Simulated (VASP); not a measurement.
Band structure of RhSb (relaxed from the rock salt structure, space group Fm-3m). These are r2SCAN meta-GGA, VASP's PBE PAW potentials (set 64) (plane waves; VASP 6.6.1) values and carry that method's errors.

Unless said otherwise, spin-orbit coupling is left out, though it shifts the bands of the heavy elements here.

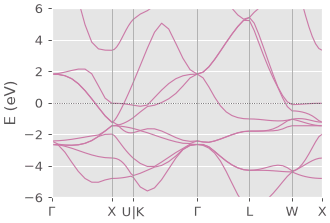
Bands along high-symmetry lines, zero at the valence-band maximum or, without a gap, the Fermi level

Question: Read the plot: is there a gap, and where are the band edges?

Answer: It has no gap at this level: it comes out as a metal or semimetal.

The structure was generated: RhSb was put into the rock salt type (Fm-3m), which need not be its known phase. It was relaxed first, which changed the volume by -30 %.
